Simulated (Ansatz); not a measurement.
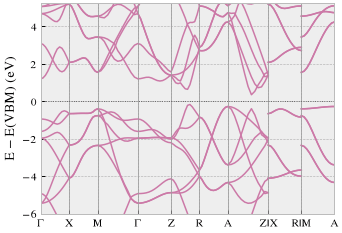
*Band structure from DFT-PBE+D3(BJ) in the program Ansatz with PAW potentials*

The gap is 0.23 eV; an edge lies off the plotted path or next to a special point (maximum off the standard path, minimum off the standard path).

The material is GeS in space group P4/nmm (No. 129; Ge on 2c, S on 2a).

A made-up cell: these elements were put on the sites of a structure type; neither database checked (COD, Materials Project) lists it. COD files the formula under space group No. 62. Its standing as an ambient phase is unchecked. The PBE+D3(BJ) relaxation kept the symmetry of its start; whether a distortion lowers the energy is not shown. Scalar-relativistic: spin–orbit coupling is off unless named, which matters more the heavier the elements.

Potentials: the earlier of the program's two PAW sets.
